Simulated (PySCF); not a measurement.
# What a change does: excited-state calculation on CH5ClSi

System: CH5ClSi.
Method of the first run: TDDFT LC-wPBE/def2-SVPD, vertical, gas phase, core orbitals frozen in the response (PySCF 2.14.0).

The geometry comes from this level: PBE0-D3(BJ)/def2-SVP. Text and figures count atoms from 1; the logs count them from 0 in places.

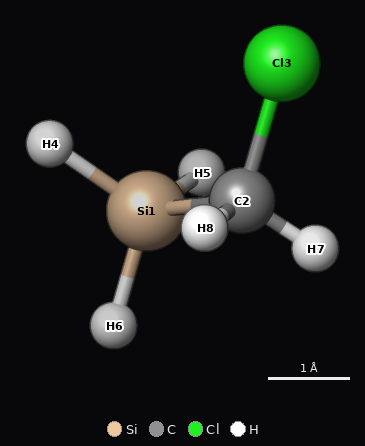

Fig. 1: The structure as given in the input (ball-and-stick view, seen at a tilt; atoms are numbered from 1 in the order of the input). Bond lengths as drawn: C–Cl 1.79 Å, C–H 1.10 Å, C–Si 1.89 Å and H–Si 1.49 to 1.50 Å.

## Input file, the first run
```
{"job": {"kind": "uv", "xc": "LC-wPBE", "basis": "def2-SVPD", "ip": true}, "charge": 0, "multiplicity": 1}
Si    -0.026184     0.736456     0.379981
C      1.860404     0.579860     0.382917
Cl     2.585997     2.067936     1.067586
H     -0.508362     0.924846     1.778183
H     -0.423998     1.902975    -0.458979
H     -0.620189    -0.513890    -0.188044
H      2.259223     0.446384    -0.633260
H      2.196336    -0.271051     0.993283
```

The first line tells a small driver script what to run in PySCF; the rest is the geometry in Å.

Command:
```bash
OMP_NUM_THREADS=1 python <driver script> task.json out
```

Hardware: 1 CPU thread, shared host.

## Output (the first run)
```
coarse grid: 7440 points
cycle   1  E = -790.1482140553  dE = -5.044e-02  |g| = 2.833e-01  |ddm| = 2.783e+00
cycle   2  E = -790.1661556379  dE = -1.794e-02  |g| = 2.164e-01  |ddm| = 6.939e-01
cycle   3  E = -790.1779663108  dE = -1.181e-02  |g| = 2.781e-02  |ddm| = 3.006e-01
cycle   4  E = -790.1783197115  dE = -3.534e-04  |g| = 9.346e-03  |ddm| = 9.984e-02
cycle   5  E = -790.1783523211  dE = -3.261e-05  |g| = 1.633e-03  |ddm| = 3.170e-02
cycle   6  E = -790.1783540351  dE = -1.714e-06  |g| = 5.053e-04  |ddm| = 7.159e-03
final grid: 61744 points
cycle   7  E = -790.3002186160  dE = -1.228e-05  |g| = 2.407e-03  |ddm| = 2.265e-02
cycle   8  E = -790.3002194057  dE = -7.898e-07  |g| = 1.835e-03  |ddm| = 5.868e-03
cycle   9  E = -790.3002201741  dE = -7.684e-07  |g| = 1.885e-04  |ddm| = 2.245e-03
cycle  10  E = -790.3002201805  dE = -6.389e-09  |g| = 6.055e-05  |ddm| = 5.400e-04
cycle  11  E = -790.3002201828  dE = -2.307e-09  |g| = 1.233e-05  |ddm| = 1.962e-04
cycle  12  E = -790.3002201829  dE = -1.166e-10  |g| = 3.441e-06  |ddm| = 4.338e-05
converged SCF energy = -790.3002201829

Static polarisability (au): isotropic 54.310, principal 47.905 50.983 64.041

Singlet excitations
state   eV       nm        f      main configurations
  1   7.0620    175.6   0.01694   H->L 0.40, H->L+1 0.26, H->L+2 0.16
  2   7.4434    166.6   0.00171   H-1->L 0.35, H-1->L+1 0.29, H-1->L+2 0.16
  3   8.2728    149.9   0.00484   H->L+2 0.47, H->L 0.38
  4   8.7769    141.3   0.01843   H-1->L+2 0.44, H-1->L 0.35
  5   9.1146    136.0   0.00293   H-3->L 0.47, H->L+4 0.10, H-3->L+4 0.08
  6   9.1501    135.5   0.00623   H-2->L 0.46, H-2->L+2 0.13, H-2->L+4 0.11
  7   9.1897    134.9   0.01583   H->L+5 0.28, H->L+1 0.20, H->L+2 0.13
  8   9.3701    132.3   0.00029   H->L+3 0.60, H-3->L+3 0.10
  9   9.6362    128.7   0.03534   H->L+4 0.21, H->L+5 0.19, H-4->L 0.10
 10   9.6373    128.7   0.03786   H->L+6 0.17, H->L+3 0.14, H-2->L+2 0.11

Triplet excitations (Tamm-Dancoff, eV): 6.2580 6.6489 7.9033 8.3891
Vertical ionisation energy (delta-SCF) = 10.8604 eV
```

The second run used a changed input.

## The two runs side by side

| quantity | the first run | the second run |
| --- | --- | --- |
| outcome | converged | converged |
| total energy (hartree) | −790.300220 | −790.524840 |
| HOMO (eV) | −11.01 | −10.11 |
| LUMO (eV) | 1.98 | 1.66 |
| dipole moment (D) | 1.79 | 1.78 |
| lowest excitation (eV) | 7.06 | 6.85 |
| SCF iterations | 12 | 12 |
| strongest computed line (eV) | 9.64 | 9.20 |
| basis functions | 111 | 111 |
| wall time (shared host) | 24 s | 20 s |

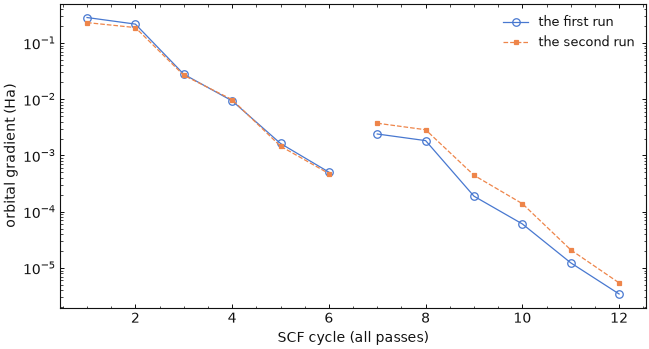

Fig. 2: Convergence of the two runs: orbital gradient against the SCF cycle. A break in a curve parts two SCF passes (coarse and final grid). The first run takes 12 cycles in all, and the second run takes 12.

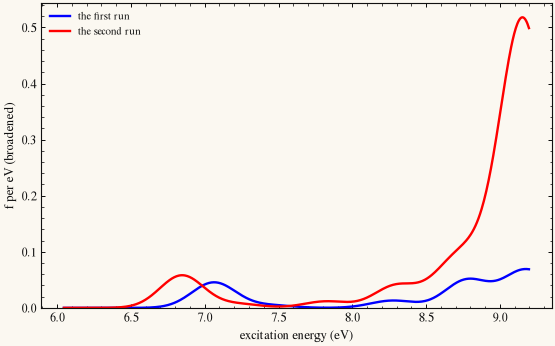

Fig. 3: Absorption of the two runs from their computed states, each broadened by a Gaussian of 0.35 eV full width; the range ends where the shorter list of states ends.

What was changed in the input?

The change (lines with − go, lines with + come):
```diff
-"xc": "LC-wPBE"
+"xc": "wB97X-D"
```

The total energies belong to different methods, so their difference says nothing on which is more stable or more accurate. The HOMO goes from −11.01 to −10.11 eV. The LUMO goes from 1.98 to 1.66 eV. The lowest excitation goes from 7.06 to 6.85 eV. The strongest computed line goes from 9.64 to 9.20 eV. The functional changes from LC-wPBE to wB97X-D. The number of SCF iterations is the same.

## Output (the second run)
```
coarse grid: 7440 points
cycle   1  E = -790.4089649164  dE = -6.387e-02  |g| = 2.301e-01  |ddm| = 2.792e+00
cycle   2  E = -790.4190579591  dE = -1.009e-02  |g| = 1.877e-01  |ddm| = 6.432e-01
cycle   3  E = -790.4282588683  dE = -9.201e-03  |g| = 2.660e-02  |ddm| = 2.687e-01
cycle   4  E = -790.4284986226  dE = -2.398e-04  |g| = 9.812e-03  |ddm| = 7.558e-02
cycle   5  E = -790.4285283475  dE = -2.972e-05  |g| = 1.461e-03  |ddm| = 2.761e-02
cycle   6  E = -790.4285294449  dE = -1.097e-06  |g| = 4.766e-04  |ddm| = 6.309e-03
final grid: 61744 points
cycle   7  E = -790.5248366039  dE = -4.048e-05  |g| = 3.740e-03  |ddm| = 6.970e-02
cycle   8  E = -790.5248380592  dE = -1.455e-06  |g| = 2.865e-03  |ddm| = 1.224e-02
cycle   9  E = -790.5248401002  dE = -2.041e-06  |g| = 4.440e-04  |ddm| = 3.548e-03
cycle  10  E = -790.5248401588  dE = -5.858e-08  |g| = 1.389e-04  |ddm| = 1.001e-03
cycle  11  E = -790.5248401650  dE = -6.215e-09  |g| = 2.097e-05  |ddm| = 2.912e-04
cycle  12  E = -790.5248401653  dE = -2.601e-10  |g| = 5.424e-06  |ddm| = 6.655e-05
converged SCF energy = -790.5248401653

Static polarisability (au): isotropic 55.464, principal 48.756 52.016 65.620

Singlet excitations
state   eV       nm        f      main configurations
  1   6.8454    181.1   0.02161   H->L 0.74, H->L+1 0.13
  2   7.2315    171.5   0.00250   H-1->L 0.70, H-1->L+1 0.17
  3   7.8222    158.5   0.00434   H->L+1 0.44, H->L+2 0.32, H->L 0.18
  4   8.2968    149.4   0.01464   H-1->L+1 0.43, H-1->L+2 0.30, H-1->L 0.20
  5   8.6482    143.4   0.01671   H->L+2 0.38, H->L+4 0.31, H->L+1 0.21
  6   8.7685    141.4   0.00710   H->L+3 0.43, H-2->L 0.39
  7   8.8025    140.9   0.01317   H-3->L 0.77
  8   8.8882    139.5   0.00461   H->L+3 0.47, H-2->L 0.39
  9   9.0996    136.3   0.08509   H->L+4 0.38, H->L+5 0.25, H->L+1 0.14
 10   9.1971    134.8   0.11620   H->L+5 0.52, H->L+4 0.14, H-4->L 0.12

Triplet excitations (Tamm-Dancoff, eV): 6.1693 6.5708 7.6052 8.2034
Vertical ionisation energy (delta-SCF) = 10.6772 eV
```
